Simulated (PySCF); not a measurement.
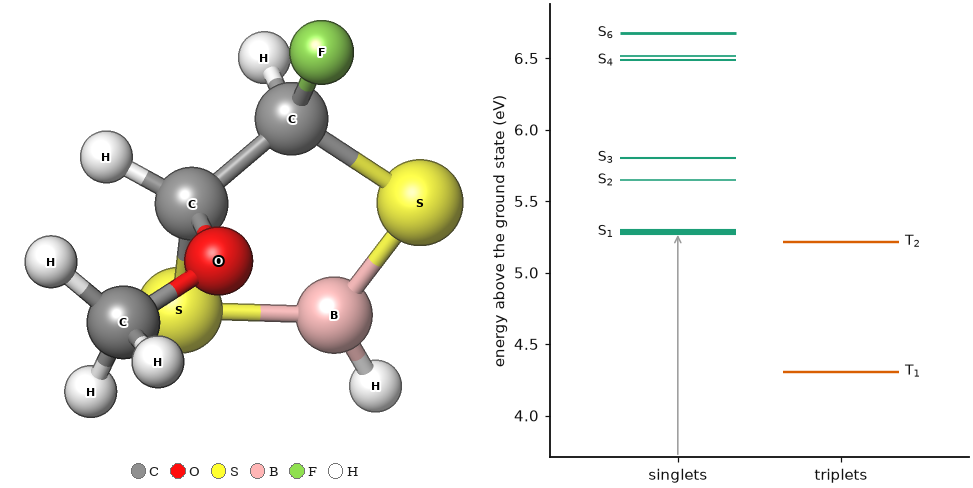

State diagram of C₃H₆BFOS₂, SMILES CO[C@@H]1SBS[C@@H]1F. Vertical TDDFT excitations, PBE0/def2-SVPD with PySCF 2.14.0, at a GFN2-xTB geometry (no frequency check), gas phase. Triplets in the Tamm-Dancoff approximation; only the lowest 6 singlets and 2 triplets were computed. Thicker singlet lines are brighter; the arrow marks the brightest. S0, at zero, lies below the range drawn.

**What is the vertical gap between S1 and T1?**

0.98 eV: S1 at 5.29 eV, T1 at 4.31 eV.

**How many of the triplet levels drawn lie below S1?**

2 of 2 (T1 4.31 eV, T2 5.21 eV; S1 5.29 eV).

**What character does the calculation give T1?**

Mainly HOMO → LUMO (99 %).

Caveats: the tight-binding geometry is rougher than a DFT one and adds to the error; one conformer of a flexible molecule; core orbitals are frozen in the response.
